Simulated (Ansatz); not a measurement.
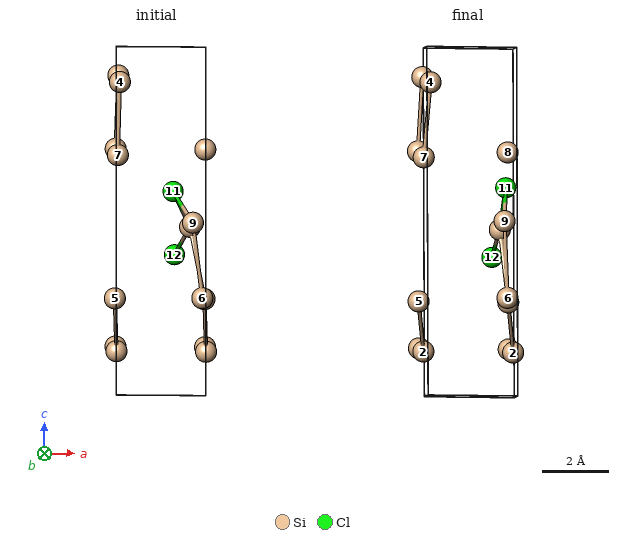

The structure of solid Si$_{5}$Cl (a generated structure, set up in P1) (coarse preliminary run) before (left) and after (right) a relaxation, at one scale.

The picture is a ball-and-stick view of the cell of the calculation, seen along the b axis.

Computed with DFT PBE, scalar-relativistic, plane waves, PAW in Ansatz 0.2.0.

Input file:
```yaml
crystal:
  lattice:
    - [2.739809795, 0.0, 0.0]
    - [-0.2290911524, 8.5786800121, 0.0]
    - [-0.0649926011, -0.5675164852, 10.6520963053]
  atoms:
    - { symbol: Si, position: [0.993311969, 0.8813848566, 0.1390387063] }
    - { symbol: Si, position: [0.0040406771, 0.5968242269, 0.1259576367] }
    - { symbol: Si, position: [0.0251414046, 0.8321731933, 0.9166748721] }
    - { symbol: Si, position: [0.0424280101, 0.5408192589, 0.8982260426] }
    - { symbol: Si, position: [0.9864240548, 0.3972292287, 0.277062516] }
    - { symbol: Si, position: [0.962192391, 0.1131772987, 0.2795530214] }
    - { symbol: Si, position: [0.0198545582, 0.6402725477, 0.6885388392] }
    - { symbol: Si, position: [0.9957195057, 0.9197217045, 0.7062306114] }
    - { symbol: Si, position: [0.8575221885, 0.0323419262, 0.4958791833] }
    - { symbol: Si, position: [0.8257334174, 0.5196889792, 0.4838512134] }
    - { symbol: Cl, position: [0.6360323376, 0.2700969975, 0.5851992674] }
    - { symbol: Cl, position: [0.6515994861, 0.7562697821, 0.4037880899] }
basis:
  ecutwfc: 420
kpoints:
  mp_grid: { grid: [6, 2, 2] }
hamiltonian:
  xc: pbe
scf:
  occupations: { method: gaussian, width: 0.1 }
  lower_state_search: "off"
output:
  forces: true
  stress: true
  eigenvalues: true
relax:
  adjacent_minimum: "off"
  f_tol: 0.04
  max_steps: 70
  cell: { stress_tol: 0.4 }
```

Run as
```bash
ansatz run input.yaml --threads 1 --pin off --max-ram 2048MiB --backend cpu --events-out ev --progress --plain --runs-dir out
```

Describe what moved and what it gained.

The atom that moves furthest relative to the cell is Cl11 (0.69 Å roughly along +a). Largest moves by element: Cl 0.69 Å, Si 0.22 Å. The volume changes by +1.2 %, with a 2.740 → 2.744 Å (+0.2 %), b 8.582 → 8.683 Å (+1.2 %), c 10.667 → 10.675 Å (+0.1 %), α 93.0° → 93.8°, β 90.3° → 90.7°, γ 91.5° → 93.0°. Some distances before and after: Si9–Cl11 2.304 → 2.196 Å, Si10–Cl12 2.304 → 2.239 Å, Si10–Cl11 2.494 → 2.555 Å, Si2–Si5 2.413 → 2.454 Å. Among the angles between lasting bonds that change: Cl11–Si10–Cl12 155.7° → 171.8°, Si5–Si10–Si7 156.9° → 163.9°, Si7–Si10–Cl11 89.0° → 82.3°. The space group stays P1 (No. 1). Over 8 accepted moves (10 points after the start) the energy falls by 0.194 eV per cell of the calculation. Largest force component: 0.41 eV/Å at the start, 0.031 eV/Å at the end. The pressure goes from −0.01 to 0.04 GPa. The line search rejected the trial step at point 3 of the run. The SCF was repeated once at an unchanged geometry on a basis and grid sized afresh for the cell, which shifted the energy by 0.5 meV per cell of the calculation at most.

Limits of the set-up: the k-point mesh is coarse for a cell with partly filled bands.
